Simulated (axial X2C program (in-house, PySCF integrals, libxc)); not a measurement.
# In₂⁺: bond curves with and without spin–orbit coupling, part 2 of 2

Computed with an in-house X2C program for linear molecules on PySCF integrals; all-electron X2C, In dyall-cv3z.

### 9 PBE0, 2c

State followed: Ω = 1/2 (excess of +ω over −ω: ω = 1/2). The scan is laid around 3.619 Å, a first estimate of the minimum, and this SCF restarts from the orbitals of the search.

Output at 3.619 Å:

```text
two-component X2C + atomic mean field  PBE0
basis functions 258  fitting functions 1300  grid points 5806
iter        total energy     max residual
   1     -11756.230655702     1.75e-05
   2     -11756.230655720     8.02e-06
   3     -11756.230655723     5.79e-06
   4     -11756.230655726     9.48e-07
   5     -11756.230655726     1.95e-07
converged
one-electron -16857.72466146  Coulomb 5078.55519306  exact exchange -79.21657306  xc functional -242.37134489  nuclear repulsion 351.07888461  atomic mean-field constant -6.55215400
```

Along the bond, energies from the lowest point:

```csv
R (Å),E (eV),HOMO (eV),LUMO (eV),iterations
3.148,0.1395,-9.19,-7.31,9
3.293,0.0565,-9.11,-7.14,9
3.402,0.0217,-9.05,-7.03,9
3.510,0.0041,-8.97,-6.93,9
3.619,0.0000,-8.90,-6.84,5
3.746,0.0075,-8.81,-6.74,9
3.872,0.0253,-8.72,-6.65,9
4.035,0.0580,-8.60,-6.55,9
4.234,0.1082,-8.45,-6.44,9
4.524,0.1902,-8.24,-6.31,10
```

Outer spinors at the reference distance:

```json
{"ω": "3/2", "occupied": "yes", "ε (eV)": "-26.73", "atomic character": "100% In d", "λ mixture": "83% δ, 17% π"}
{"ω": "3/2", "occupied": "yes", "ε (eV)": "-26.73", "atomic character": "100% In d", "λ mixture": "84% δ, 16% π"}
{"ω": "-3/2", "occupied": "yes", "ε (eV)": "-26.73", "atomic character": "100% In d", "λ mixture": "85% δ, 15% π"}
{"ω": "-3/2", "occupied": "yes", "ε (eV)": "-26.72", "atomic character": "100% In d", "λ mixture": "86% δ, 14% π"}
{"ω": "1/2", "occupied": "yes", "ε (eV)": "-26.61", "atomic character": "100% In d", "λ mixture": "55% π, 45% σ"}
{"ω": "-1/2", "occupied": "yes", "ε (eV)": "-26.61", "atomic character": "100% In d", "λ mixture": "64% π, 36% σ"}
{"ω": "-1/2", "occupied": "yes", "ε (eV)": "-26.60", "atomic character": "100% In d", "λ mixture": "69% π, 31% σ"}
{"ω": "1/2", "occupied": "yes", "ε (eV)": "-26.59", "atomic character": "100% In d", "λ mixture": "62% π, 38% σ"}
{"ω": "5/2", "occupied": "yes", "ε (eV)": "-25.92", "atomic character": "100% In d", "λ mixture": "100% δ"}
{"ω": "5/2", "occupied": "yes", "ε (eV)": "-25.92", "atomic character": "100% In d", "λ mixture": "100% δ"}
{"ω": "-5/2", "occupied": "yes", "ε (eV)": "-25.92", "atomic character": "100% In d", "λ mixture": "100% δ"}
{"ω": "-5/2", "occupied": "yes", "ε (eV)": "-25.91", "atomic character": "100% In d", "λ mixture": "100% δ"}
{"ω": "3/2", "occupied": "yes", "ε (eV)": "-25.84", "atomic character": "100% In d", "λ mixture": "83% π, 17% δ"}
{"ω": "3/2", "occupied": "yes", "ε (eV)": "-25.82", "atomic character": "100% In d", "λ mixture": "84% π, 16% δ"}
{"ω": "-3/2", "occupied": "yes", "ε (eV)": "-25.79", "atomic character": "100% In d", "λ mixture": "85% π, 15% δ"}
{"ω": "1/2", "occupied": "yes", "ε (eV)": "-25.79", "atomic character": "100% In d", "λ mixture": "55% σ, 45% π"}
{"ω": "-3/2", "occupied": "yes", "ε (eV)": "-25.77", "atomic character": "100% In d", "λ mixture": "86% π, 14% δ"}
{"ω": "-1/2", "occupied": "yes", "ε (eV)": "-25.76", "atomic character": "100% In d", "λ mixture": "64% σ, 36% π"}
{"ω": "1/2", "occupied": "yes", "ε (eV)": "-25.75", "atomic character": "100% In d", "λ mixture": "62% σ, 38% π"}
{"ω": "-1/2", "occupied": "yes", "ε (eV)": "-25.72", "atomic character": "100% In d", "λ mixture": "69% σ, 31% π"}
{"ω": "1/2", "occupied": "yes", "ε (eV)": "-14.76", "atomic character": "91% In s, 6% In p", "λ mixture": "100% σ"}
{"ω": "-1/2", "occupied": "yes", "ε (eV)": "-14.20", "atomic character": "93% In s, 5% In p", "λ mixture": "100% σ"}
{"ω": "1/2", "occupied": "yes", "ε (eV)": "-13.55", "atomic character": "91% In s, 7% In p", "λ mixture": "100% σ"}
{"ω": "-1/2", "occupied": "yes", "ε (eV)": "-13.10", "atomic character": "92% In s, 5% In p", "λ mixture": "100% σ"}
{"ω": "1/2", "occupied": "yes", "ε (eV)": "-8.90", "atomic character": "92% In p, 6% In s", "λ mixture": "99% σ, 1% π"}
{"ω": "-1/2", "occupied": "no", "ε (eV)": "-6.84", "atomic character": "97% In p", "λ mixture": "100% π"}
{"ω": "-1/2", "occupied": "no", "ε (eV)": "-6.65", "atomic character": "94% In p, 5% In s", "λ mixture": "96% σ, 4% π"}
{"ω": "1/2", "occupied": "no", "ε (eV)": "-6.65", "atomic character": "97% In p", "λ mixture": "99% π, 1% σ"}
{"ω": "3/2", "occupied": "no", "ε (eV)": "-6.63", "atomic character": "97% In p", "λ mixture": "100% π"}
```

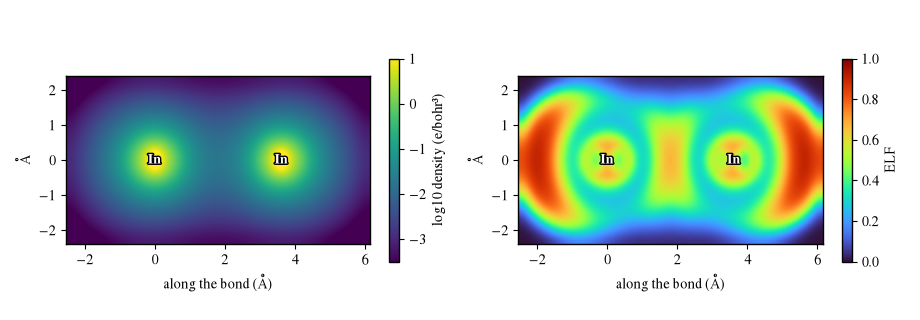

PBE0 fields in a plane through the axis, from a grid of 0.3 Å; In lies at z = 0 and In at z = 3.619 Å; the ELF is damped to zero where the density is low.

Re = 3.605 Å, ωe = 64.7 cm⁻¹, ωexe = 0.19 cm⁻¹, Be = 0.02257 cm⁻¹, De = 1.35 eV.

### 10 HF, 2c

The SCF at the reference distance of 3.619 Å:

```text
two-component X2C + atomic mean field  HF
basis functions 258  fitting functions 1300  grid points 5806
iter        total energy     max residual
   1     -11751.509030005     2.39e-01
   2     -11751.546449406     5.65e-03
   3     -11751.547847588     2.71e-03
   4     -11751.548105506     1.25e-03
   5     -11751.548171872     9.11e-04
   6     -11751.548217072     4.63e-04
   7     -11751.548238395     2.47e-04
   8     -11751.548243544     1.78e-04
   9     -11751.548247047     1.22e-04
  10     -11751.548249073     8.43e-05
  11     -11751.548250321     3.23e-05
  12     -11751.548250472     7.96e-06
  13     -11751.548250477     3.47e-06
  14     -11751.548250478     1.60e-06
converged
one-electron -16856.73317064  Coulomb 5077.67914742  exact exchange -317.02095787  xc functional 0.00000000  nuclear repulsion 351.07888461  atomic mean-field constant -6.55215400
```

Re = 3.673 Å, ωe = 66.4 cm⁻¹, ωexe = 0.136 cm⁻¹, Be = 0.02175 cm⁻¹, De = 0.929 eV.

### 11 TPSSh, 2c

The SCF at the reference distance of 3.619 Å:

```text
two-component X2C + atomic mean field  TPSSh
basis functions 258  fitting functions 1300  grid points 5806
iter        total energy     max residual
   1     -11756.431088652     1.66e-01
   2     -11756.432656537     6.67e-03
   3     -11756.432584600     6.53e-03
   4     -11756.432901005     6.08e-04
   5     -11756.432906101     5.48e-05
   6     -11756.432906148     2.79e-05
   7     -11756.432906159     4.33e-06
   8     -11756.432906159     4.31e-07
converged
one-electron -16856.62342313  Coulomb 5077.41107959  exact exchange -31.68177468  xc functional -290.06551855  nuclear repulsion 351.07888461  atomic mean-field constant -6.55215400
```

Re = 3.628 Å, ωe = 61.3 cm⁻¹, Be = 0.02229 cm⁻¹, De = 1.41 eV.

### 12 Correlated methods, 2c

Correlated methods: 5 electrons correlated (frozen shells, counted by type: In 4 s, 3 p, 2 d), 323 virtual spinors in MP2, 89 natural virtuals in coupled cluster.

Output of the correlated part at 3.619 Å:

```text
correlated 5  virtual 323  natural virtual 89  E(MP2) -0.058380245  MP2 remainder -0.001430384
iter   CCSD correlation   residual
   1     -0.070026923   1.32e-01
   2     -0.077214808   5.82e-02
   3     -0.077828594   1.36e-02
   4     -0.077937200   4.26e-03
   5     -0.077937928   1.89e-03
   6     -0.077941038   8.91e-04
   7     -0.077949262   4.13e-04
   8     -0.077946744   1.91e-04
   9     -0.077946238   8.70e-05
  10     -0.077945945   4.11e-05
  11     -0.077946499   2.00e-05
  12     -0.077946713   8.23e-06
  13     -0.077946747   3.55e-06
  14     -0.077946732   1.54e-06
(T) -0.001605013  T1 0.0303  D1 0.0538  max T2 0.080
```

MP2: Re = 3.612 Å, ωe = 68.7 cm⁻¹, Be = 0.02249 cm⁻¹, De = 1.06 eV.

CCSD: Re = 3.606 Å, ωe = 70.1 cm⁻¹, ωexe = 0.157 cm⁻¹, Be = 0.02257 cm⁻¹, De = 1.07 eV. T1 at Re = 0.021 (Lee–Taylor, the printed value over √2).

CCSD(T): Re = 3.595 Å, ωe = 70.8 cm⁻¹, ωexe = 0.162 cm⁻¹, Be = 0.0227 cm⁻¹, De = 1.09 eV. T1 at Re = 0.021 (Lee–Taylor, the printed value over √2).

### 13 A higher determinant, 2c

State: Ω = 3/2 (excess of +ω over −ω: ω = 3/2).

Output at the reference distance:

```text
two-component X2C + atomic mean field  PBE0
basis functions 258  fitting functions 1300  grid points 5806
iter        total energy     max residual
   1     -11756.199502206     1.41e-05
   2     -11756.199502204     1.86e-05
converged
one-electron -16856.34205806  Coulomb 5077.16522657  exact exchange -79.20619064  xc functional -242.34321069  nuclear repulsion 351.07888461  atomic mean-field constant -6.55215400
```

```csv
R (Å),E above the lowest PBE0 point (eV)
3.148,0.773
3.293,0.783
3.402,0.800
3.510,0.823
3.619,0.848
3.746,0.877
3.872,0.905
4.035,0.936
4.234,0.969
```

No constants are quoted: the lowest point is the short end of the scan.

### 14 The 2c curves together

Energy (eV) of the followed determinant, 2c, from each level's lowest point:

```csv
R (Å),PBE0,HF,MP2,CCSD,CCSD(T),TPSSh
3.148,0.140,0.201,0.164,n/a,n/a,0.143
3.293,0.056,0.091,0.067,0.067,0.063,0.060
3.402,0.022,0.041,0.026,0.026,0.023,0.025
3.510,0.004,0.013,0.006,0.005,0.004,0.006
3.619,0.000,0.000,0.000,0.000,0.000,0.000
3.746,0.007,0.001,0.008,0.009,0.010,0.005
3.872,0.025,0.014,0.027,0.030,0.032,0.019
4.035,0.058,0.045,0.064,0.069,0.073,0.047
4.234,0.108,0.097,0.122,n/a,n/a,0.091
4.524,0.190,0.189,0.218,n/a,n/a,0.164
```

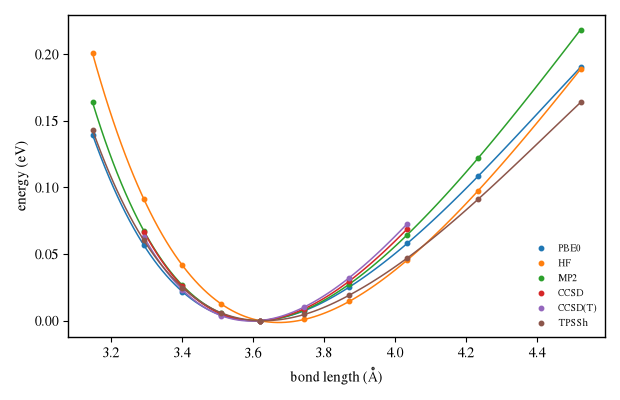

Curves of the followed state, 2c, each from its own lowest point.

Time for the job: 3.6 min (1 thread of Arm Neoverse V2, shared host); peak memory 0.65 GiB.

### 15 Results

What follows sums up all 2 parts.

Lowest determinant that the search found at its distance, spin-free: M_S = 1/2, Λ = 0 (beyond closed shells: σα).

Lowest determinant that the search found at its distance, 2c: Ω = 1/2 (excess of +ω over −ω: ω = 1/2).

```
Hamiltonian    level  Re (Å)  ωe (cm⁻¹)  De (eV)
  spin-free     PBE0   3.603       65.1     1.43
  spin-free       HF   3.675       66.4     1.10
  spin-free      MP2   3.610       68.8     1.21
  spin-free     CCSD   3.605       70.2     1.21
  spin-free  CCSD(T)   3.594       70.9     1.24
  spin-free    TPSSh   3.626       61.7     1.43
         2c     PBE0   3.605       64.7     1.35
         2c       HF   3.673       66.4    0.929
         2c      MP2   3.612       68.7     1.06
         2c     CCSD   3.606       70.1     1.07
         2c  CCSD(T)   3.595       70.8     1.09
         2c    TPSSh   3.628       61.3     1.41
```

Time per point (s) on 1 thread of Arm Neoverse V2, shared host (2c runs; CCSD comes with the CCSD(T) run); the times are rough: PBE0 1.6, HF 1.9, MP2 2, CCSD(T) 4.1, TPSSh 2.2.

What this shows: At CCSD(T), going from spin-free to two-component changes Re by +1 mÅ, ωe by -0.2 %; the spin-free picture holds up (part of it comes from the scalar share of the two-electron terms). It costs about 1.8 times the time. De moves by -0.15 eV; both De rest on single-determinant atoms, which can miss part of an open shell's spin–orbit lowering.

De refers to In + In+, each in the lowest determinant found, which need not be this curve's own limit. The state is a single determinant with fixed occupations, the lowest that a limited PBE0 search found. Dissociation energies refer to the lowest single-determinant-based atoms at the same level and basis. Density functionals use the spin component along the axis (collinear). Coupled cluster ran in a truncated set of natural virtual spinors; the MP2 energy of the rest was added. The meta-GGAs lack a current-density term, which matters for open shells with orbital currents, atoms included. With the outer-core shells frozen, correlated bond lengths of heavy atoms tend to come out a few hundredths of an ångström too long.
